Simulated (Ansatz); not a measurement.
**CH4Ge (triplet): wave-function methods side by side at a displaced geometry (v1), cc-pVDZ**

Aim: climb from Hartree-Fock through coupled cluster for CH4Ge (triplet) at one geometry and basis, and see what each rung misses.

Method: cc-pVDZ, core rule «outside noble gas», up to 15 orbitals frozen; program: Ansatz 0.2.0, Gaussian basis.

Plan: UHF; CCSD(T) on ROHF; CCSD(T) on UHF; BCCD(T) on ROHF; CISD; CCSDT(Q) on ROHF; CCSDT(Q) on UHF.

17 further runs of the same task are left out: 3 that didn't finish, 14 set aside as unsound or not needed.

## Step 1: The geometry

The geometry is a PBE0/def2-TZVP stationary point (not a proven minimum) with its atoms shifted at random (size 0.040 Å). No spin-orbit coupling is included. The filled d shell of Ge may be among the frozen orbitals whatever the setting's name suggests; the logs give the count.

6 atoms, charge 0, spin multiplicity 3.

Atoms are counted from 1 here; the program's logs count them from 0.

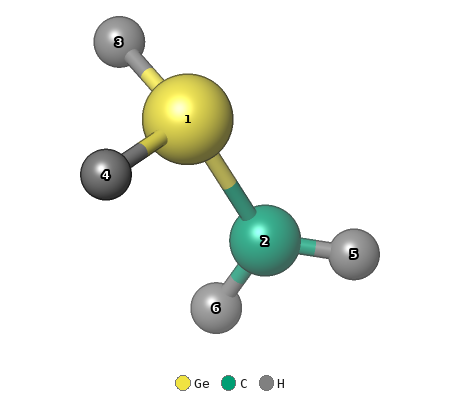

The geometry (germanium yellow, carbon teal, hydrogen grey); atoms are numbered from 1 in the order of the file.

In the tables R marks a restricted open-shell determinant and U an unrestricted one; energies count from the table's Hartree-Fock row.

## Step 2: UHF

in.yaml

```yaml
crystal:
  periodic: [false, false, false]
  atoms:
    - {symbol: Ge, position_ang: [0.032408, 0.002146, 0.307214]}
    - {symbol: C, position_ang: [-0.060708, -0.013997, -1.626333]}
    - {symbol: H, position_ang: [-0.596813, 1.303202, 0.851613]}
    - {symbol: H, position_ang: [-0.699588, -1.275391, 0.881415]}
    - {symbol: H, position_ang: [0.728944, -0.001322, -2.313658]}
    - {symbol: H, position_ang: [-1.044692, -0.014341, -2.180073]}
basis:
  gaussian: {orbitals: cc-pVDZ}
magnetization: {spin_polarized: true, initial_magnetization: 2}
hamiltonian: {xc: hf}
output: {orbitals: {seedname: orbitals}}
```

Started as:

```bash
$ ansatz run in.yaml --threads 1 --pin off --events-out ev --progress --plain --max-ram 2393MiB
```

The program printed:

```text
Functional definition: HF
  name "HF"
  cite "Fock, Z. Phys. 61, 126 (1930) doi:10.1007/BF01340294"
  parent pbe
  exchange = exact_x
  correlation = 0
631 factors; integrals over basis functions are off by at most 1.3e-3 eV
mean field evaluation 1: about -57562.6727 eV, gradient 1.2e1 eV
mean field evaluation 2: about -57562.6749 eV, gradient 1.2e1 eV
mean field evaluation 4: about -57564.1152 eV, gradient 1.8e0 eV
mean field evaluation 8: about -57564.1592 eV, gradient 3.5e-4 eV
mean field -57564.15925104 eV, -2115.4438340873 hartree, gradient 1.7e-5 eV, S^2 2.012804; 0 other end points of the search recorded, 0 dependent functions left out
reference -57564.15925104 eV, -2115.4438340873 hartree; 22, 20 occupied and 39, 41 virtual orbitals, 631 factors
Total energy: -57564.15925104 eV, -2115.4438340873 hartree
```

Wall time 0.84 s (1 thread of Arm Neoverse V2, shared host).

From the report: ⟨S²⟩ of the determinant 2.013 (pure triplet: 2.00).

## Step 3: CCSD(T) on ROHF

Changes to in.yaml since step 2:

```diff
@@ -11,4 +11,4 @@
   gaussian: {orbitals: cc-pVDZ}
-magnetization: {spin_polarized: true, initial_magnetization: 2}
-hamiltonian: {xc: hf}
-output: {orbitals: {seedname: orbitals}}
+magnetization: {spin_polarized: false, initial_magnetization: 2}
+correlation: {method: ccsd_t, electrons: outside_noble_gas}
+output: {forces: true}
```

Launched as before.

The program printed, cut to the lines that bear on the results:

```text
Functional definition: HF
  name "HF"
  cite "Fock, Z. Phys. 61, 126 (1930) doi:10.1007/BF01340294"
  parent pbe
[...]
631 factors; integrals over basis functions are off by at most 1.3e-3 eV
[...]
mean field -57564.02184040 eV, -2115.4387843394 hartree, gradient 2.0e-6 eV, S^2 2.000000; 0 other end points of the search recorded, 0 dependent functions left out
15 core orbitals not correlated: weight in the atoms' cores, before any rotation towards them, 0.999 or more for the frozen orbitals, at most 0.000 for the correlated occupied ones
reference -57564.02184040 eV, -2115.4387843394 hartree; 7, 5 occupied and 39, 41 virtual orbitals, 631 factors
second order -5.46301313 eV of doubles, -0.08301808 eV of singles
cycle   1  -6.29936108 eV  change   -7.5e-1 eV  update   6.3e-2
[...]
cycle  12  -6.58293135 eV  change    7.7e-7 eV  update   9.7e-7
perturbative correction -0.15536523 eV, -0.0057095668 hartree
[...]
Total energy: -57570.76013698 eV, -2115.6864121711 hartree
Atom 0 at     0.032408     0.002146     0.307214 Å, force    -0.000219    -0.458725     0.140005 eV/Å
Atom 1 at    -0.060708    -0.013997    -1.626333 Å, force    -2.461809    -0.023312     0.211662 eV/Å
Atom 2 at    -0.596813     1.303202     0.851613 Å, force    -0.123949     0.079047     0.151160 eV/Å
Atom 3 at    -0.699588    -1.275391     0.881415 Å, force     0.149790     0.384564    -0.058881 eV/Å
Atom 4 at     0.728944    -0.001322    -2.313658 Å, force     1.944476     0.011940    -1.097826 eV/Å
Atom 5 at    -1.044692    -0.014341    -2.180073 Å, force     0.491711     0.006486     0.653880 eV/Å
Dipole moment:     0.017282     0.010989    -0.098388 e Å
```

Run time: 7.5 s. Hardware: 1 thread of Arm Neoverse V2, shared host.

From the report: correlation -6.7383 eV; T1 0.016; largest double amplitude 0.03.

## Step 4: CCSD(T) on UHF

Changes to in.yaml since step 3:

```diff
@@ -11,3 +11,3 @@
   gaussian: {orbitals: cc-pVDZ}
-magnetization: {spin_polarized: false, initial_magnetization: 2}
+magnetization: {spin_polarized: true, initial_magnetization: 2}
 correlation: {method: ccsd_t, electrons: outside_noble_gas}
```

Same command.

The program printed, cut to the lines that bear on the results:

```text
Functional definition: HF
  name "HF"
  cite "Fock, Z. Phys. 61, 126 (1930) doi:10.1007/BF01340294"
  parent pbe
[...]
631 factors; integrals over basis functions are off by at most 1.3e-3 eV
[...]
mean field -57564.15925104 eV, -2115.4438340872 hartree, gradient 3.0e-6 eV, S^2 2.012804; 0 other end points of the search recorded, 0 dependent functions left out
15 core orbitals not correlated: weight in the atoms' cores, before any rotation towards them, 0.999 or more for the frozen orbitals, at most 0.000 for the correlated occupied ones
reference -57564.15925104 eV, -2115.4438340872 hartree; 7, 5 occupied and 39, 41 virtual orbitals, 631 factors
second order -5.40386564 eV of doubles, -0.00000000 eV of singles
cycle   1  -6.15815169 eV  change   -7.5e-1 eV  update   6.3e-2
[...]
cycle  11  -6.45140996 eV  change    8.6e-7 eV  update   2.8e-6
perturbative correction -0.15317562 eV, -0.0056291001 hartree
[...]
Total energy: -57570.76383662 eV, -2115.6865481306 hartree
Atom 0 at     0.032408     0.002146     0.307214 Å, force    -0.000023    -0.458729     0.140092 eV/Å
Atom 1 at    -0.060708    -0.013997    -1.626333 Å, force    -2.462921    -0.023327     0.211702 eV/Å
Atom 2 at    -0.596813     1.303202     0.851613 Å, force    -0.123847     0.078297     0.150645 eV/Å
Atom 3 at    -0.699588    -1.275391     0.881415 Å, force     0.149940     0.385311    -0.059408 eV/Å
Atom 4 at     0.728944    -0.001322    -2.313658 Å, force     1.944070     0.011963    -1.097279 eV/Å
Atom 5 at    -1.044692    -0.014341    -2.180073 Å, force     0.492781     0.006484     0.654247 eV/Å
Dipole moment:     0.017827     0.010978    -0.098200 e Å
```

Wall time 6.5 s (1 thread of Arm Neoverse V2, shared host).

From the report: ⟨S²⟩ of the determinant 2.013 (pure triplet: 2.00); correlation -6.6046 eV; T1 0.013; largest double amplitude 0.03.

## Step 5: BCCD(T) on ROHF

Changes to in.yaml since step 4:

```diff
@@ -11,4 +11,3 @@
   gaussian: {orbitals: cc-pVDZ}
-magnetization: {spin_polarized: true, initial_magnetization: 2}
-correlation: {method: ccsd_t, electrons: outside_noble_gas}
-output: {forces: true}
+magnetization: {spin_polarized: false, initial_magnetization: 2}
+correlation: {method: bccd_t, electrons: outside_noble_gas}
```

The command is unchanged.

The program printed, cut to the lines that bear on the results:

```text
Functional definition: HF
  name "HF"
  cite "Fock, Z. Phys. 61, 126 (1930) doi:10.1007/BF01340294"
  parent pbe
[...]
631 factors; integrals over basis functions are off by at most 1.3e-3 eV
[...]
mean field -57564.02184040 eV, -2115.4387843394 hartree, gradient 2.0e-6 eV, S^2 2.000000; 0 other end points of the search recorded, 0 dependent functions left out
15 core orbitals not correlated: weight in the atoms' cores, before any rotation towards them, 0.999 or more for the frozen orbitals, at most 0.000 for the correlated occupied ones
reference -57564.02184040 eV, -2115.4387843394 hartree; 7, 5 occupied and 39, 41 virtual orbitals, 631 factors
second order -5.46301313 eV of doubles, -0.08301808 eV of singles
cycle   1  -6.31423986 eV  change   -7.7e-1 eV  update   6.3e-2
[...]
cycle  10  -6.57853523 eV  change    3.6e-6 eV  update   9.2e-6
perturbative correction -0.16033816 eV, -0.0058923187 hartree
Total energy: -57570.76071379 eV, -2115.6864333685 hartree
```

It took 2.7 s on 1 thread of Arm Neoverse V2, shared host.

From the report: correlation -6.7389 eV; largest double amplitude 0.03.

## Step 6: CISD

Changes to in.yaml since step 5:

```diff
@@ -12,2 +12,2 @@
 magnetization: {spin_polarized: false, initial_magnetization: 2}
-correlation: {method: bccd_t, electrons: outside_noble_gas}
+correlation: {active_space: {ras: {orbitals: [5, 2, 39], electrons: 12, max_holes: 2, max_particles: 2}, fixed_orbitals: true}}
```

Same command.

The program printed:

```text
Functional definition: HF
  name "HF"
  cite "Fock, Z. Phys. 61, 126 (1930) doi:10.1007/BF01340294"
  parent pbe
  exchange = exact_x
  correlation = 0
631 factors; integrals over basis functions are off by at most 1.3e-3 eV
mean field evaluation 1: about -57562.6459 eV, gradient 1.5e1 eV
mean field evaluation 2: about -57562.6480 eV, gradient 1.5e1 eV
mean field evaluation 4: about -57563.9968 eV, gradient 2.2e0 eV
mean field evaluation 8: about -57564.0218 eV, gradient 5.4e-4 eV
mean field -57564.02184040 eV, -2115.4387843394 hartree, gradient 2.0e-6 eV, S^2 2.000000; 0 other end points of the search recorded, 0 dependent functions left out
reference -57564.02184040 eV, -2115.4387843394 hartree; 22, 20 occupied and 39, 41 virtual orbitals, 631 factors
state -57570.10670795 eV, -2115.6623990974 hartree
Total energy: -57570.10670795 eV, -2115.6623990974 hartree
```

Run time: 4.8 s. Hardware: 1 thread of Arm Neoverse V2, shared host.

From the report: 333,226 determinants.

## Step 7: CCSDT(Q) on ROHF

Changes to in.yaml since step 6:

```diff
@@ -12,2 +12,2 @@
 magnetization: {spin_polarized: false, initial_magnetization: 2}
-correlation: {active_space: {ras: {orbitals: [5, 2, 39], electrons: 12, max_holes: 2, max_particles: 2}, fixed_orbitals: true}}
+correlation: {method: ccsdt_q, electrons: outside_noble_gas}
```

Launched as before.

The program printed, cut to the lines that bear on the results:

```text
Functional definition: HF
  name "HF"
  cite "Fock, Z. Phys. 61, 126 (1930) doi:10.1007/BF01340294"
  parent pbe
[...]
1194 factors; integrals over basis functions are off by at most 1.9e-7 eV
[...]
mean field -57564.02197957 eV, -2115.4387894536 hartree, gradient 4.4e-6 eV, S^2 2.000000; 0 other end points of the search recorded, 0 dependent functions left out
15 core orbitals not correlated: weight in the atoms' cores, before any rotation towards them, 0.999 or more for the frozen orbitals, at most 0.000 for the correlated occupied ones
reference -57564.02197957 eV, -2115.4387894536 hartree; 7, 5 occupied and 39, 41 virtual orbitals, 1194 factors
second order -5.46304750 eV of doubles, -0.08301792 eV of singles
cycle   1  -6.29935867 eV  change   -7.5e-1 eV  update   7.0e-2
[...]
cycle  16  -6.76538739 eV  change    6.8e-7 eV  update   4.2e-7
perturbative correction -0.00737342 eV, -0.0002709682 hartree
Total energy: -57570.79474038 eV, -2115.6876838228 hartree
```

It took 2 min on 1 thread of Arm Neoverse V2, shared host; peak memory 0.88 GiB.

From the report: correlation -6.7728 eV; T1 0.017; largest double amplitude 0.03.

## Step 8: CCSDT(Q) on UHF

Changes to in.yaml since step 7:

```diff
@@ -11,3 +11,3 @@
   gaussian: {orbitals: cc-pVDZ}
-magnetization: {spin_polarized: false, initial_magnetization: 2}
+magnetization: {spin_polarized: true, initial_magnetization: 2}
 correlation: {method: ccsdt_q, electrons: outside_noble_gas}
```

Same command.

The program printed, cut to the lines that bear on the results:

```text
Functional definition: HF
  name "HF"
  cite "Fock, Z. Phys. 61, 126 (1930) doi:10.1007/BF01340294"
  parent pbe
[...]
1194 factors; integrals over basis functions are off by at most 1.9e-7 eV
[...]
mean field -57564.15939002 eV, -2115.4438391945 hartree, gradient 2.3e-6 eV, S^2 2.012804; 0 other end points of the search recorded, 0 dependent functions left out
15 core orbitals not correlated: weight in the atoms' cores, before any rotation towards them, 0.999 or more for the frozen orbitals, at most 0.000 for the correlated occupied ones
reference -57564.15939002 eV, -2115.4438391945 hartree; 7, 5 occupied and 39, 41 virtual orbitals, 1194 factors
second order -5.40389961 eV of doubles, -0.00000000 eV of singles
cycle   1  -6.15814938 eV  change   -7.5e-1 eV  update   7.0e-2
[...]
cycle  16  -6.63217354 eV  change    7.5e-7 eV  update   4.8e-7
perturbative correction -0.00755505 eV, -0.0002776429 hartree
Total energy: -57570.79911860 eV, -2115.6878447194 hartree
```

It took 1.7 min on 1 thread of Arm Neoverse V2, shared host; peak memory 0.74 GiB.

From the report: ⟨S²⟩ of the determinant 2.013 (pure triplet: 2.00); correlation -6.6397 eV; T1 0.013; largest double amplitude 0.03.

## Step 9: The ladder

The yardstick is UCCSDT(Q), where the cluster series has nearly closed. Rows without a time come out of other runs: HF, MP2 and CCSD of CCSD(T), CCSDT of CCSDT(Q). The times of RCCSD(T), UCCSD(T) include forces.

Differences are taken before rounding.

```
   method  energy from the lowest RHF (kcal/mol)  from UCCSDT(Q) (kcal/mol)     time
      RHF                                   0.00                    +156.29         
      UHF                                  -3.17                    +153.12         
     RMP2                                -127.89                     +28.39         
     UMP2                                -127.78                     +28.50         
     CISD                                -140.32                     +15.97    4.8 s
    RCCSD                                -151.81                      +4.48         
    UCCSD                                -151.94                      +4.35         
 RCCSD(T)                                -155.39                      +0.90    7.5 s
 UCCSD(T)                                -155.47                      +0.81    6.5 s
  BCCD(T)                                -155.40                      +0.89    2.7 s
   RCCSDT                                -156.02                      +0.27         
   UCCSDT                                -156.11                      +0.17         
RCCSDT(Q)                                -156.19                      +0.10    2 min
UCCSDT(Q)                                -156.29                          0  1.7 min
```

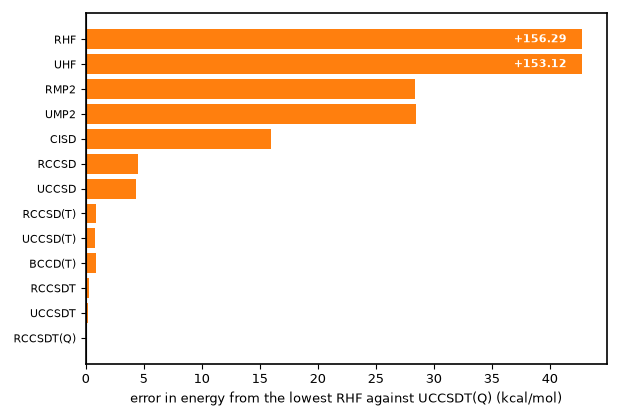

Deviations from UCCSDT(Q), method by method. Bars with a number in them are cut short.

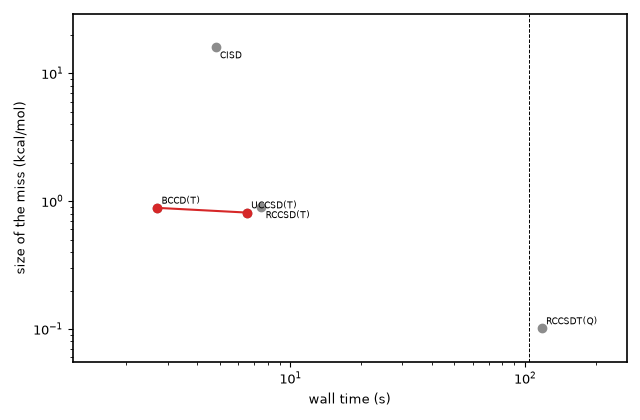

Accuracy for the time spent; red marks the levels that beat every quicker one drawn (of those quicker than the yardstick), and the dashed line is the time of UCCSDT(Q). Times are from a shared host.

## Step 10: Summary of results

```
                         quantity                                                   value
   UCCSDT(Q) below the RHF energy                                              -6.7773 eV
              RMP2 from UCCSDT(Q)                                         +28.39 kcal/mol
              UMP2 from UCCSDT(Q)                                         +28.50 kcal/mol
             RCCSD from UCCSDT(Q)                                          +4.48 kcal/mol
          RCCSD(T) from UCCSDT(Q)                                          +0.90 kcal/mol
          UCCSD(T) from UCCSDT(Q)                                          +0.81 kcal/mol
         RCCSDT(Q) from UCCSDT(Q)                                          +0.10 kcal/mol
levels within 1 kcal/mol (43 meV)  RCCSD(T), UCCSD(T), BCCD(T), RCCSDT, UCCSDT, RCCSDT(Q)
                    T1 diagnostic                                                   0.016
```

In words: RCCSD(T) lands +0.90 kcal/mol from the yardstick (0.6 % of the correlation energy). These misses are within one basis, not against nature; the frozen cores of restricted and unrestricted runs differ, which can shift their rows.

For cost: UCCSD(T) gets within 0.81 kcal/mol in 6.5 s, where UCCSDT(Q) took 1.7 min; the quickest level in the cost chart, BCCD(T), takes 2.7 s and misses by 0.89 kcal/mol.
